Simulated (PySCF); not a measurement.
```xyz
17

N     3.2653    0.4669    0.9504
C     1.9851    0.5982    0.5507
O     1.2126    1.3342    1.1474
Si    1.4163   -0.4099   -0.9930
Si   -0.8618   -0.1938   -1.2719
N    -1.4796    0.4595    0.2005
Si   -3.1143    0.7208    0.7024
H     3.6014    0.9892    1.7468
H     3.9067   -0.1234    0.4533
H     2.2617    0.1190   -2.0782
H     1.9754   -1.7535   -0.7556
H    -1.1978    0.6522   -2.4351
H    -1.5394   -1.4793   -1.4997
H    -0.7845    0.9509    0.7504
H    -3.0644    0.9958    2.1369
H    -3.7357    1.8406   -0.0170
H    -3.8540   -0.5059    0.4019
```

Geometry: GFN2-xTB.

All numbers below come from CAM-B3LYP/def2-SVPD, SCF density, gas phase (PySCF).

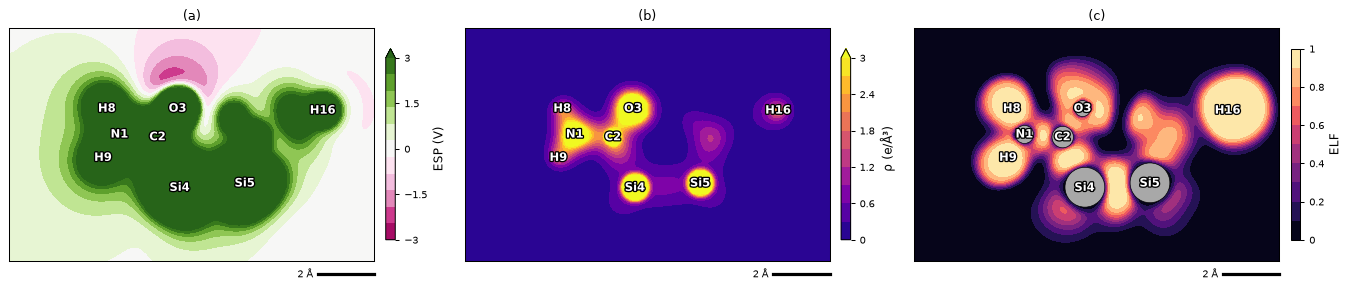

CH10N2OSi3 (SMILES NC(=O)[SiH2][SiH2]N[SiH3]). (a) molecular electrostatic potential; (b) total electron density; (c) ELF on the plane of atoms H8, N1 and H9. Grey discs cover the atomic cores in the ELF map.

Describe what can be read from this map.

Answer.
- The plane passes through N, C, O, Si and H nuclei.
- C–O (1.22 Å): ρ is about 3.2 e/Å³ halfway; the ELF peaks at about 0.85 between the atoms (a multiple bond).
- C–N (1.35 Å): ρ is about 2.4 e/Å³ halfway; the ELF peaks at about 0.95 between the atoms; a covalent bond.
- C–Si (1.93 Å): ρ is about 0.91 e/Å³ halfway; the ELF peaks at about 1 between the atoms; a shared electron pair.
- Si–Si (2.31 Å): ρ at the midpoint is about 0.7 e/Å³; the ELF peaks at about 1 between the atoms: a covalent bond.
- N–H (1.00 Å): ρ is about 2.9 e/Å³ halfway; the ELF climbs to about 1 towards the hydrogen, as it does in any bond to H; a covalent bond by its length.
- The ELF also peaks beside O3, away from the bonds: lone-pair regions.
- Outside the dense part of the molecule the potential is most negative (−2.1 V) near O3.
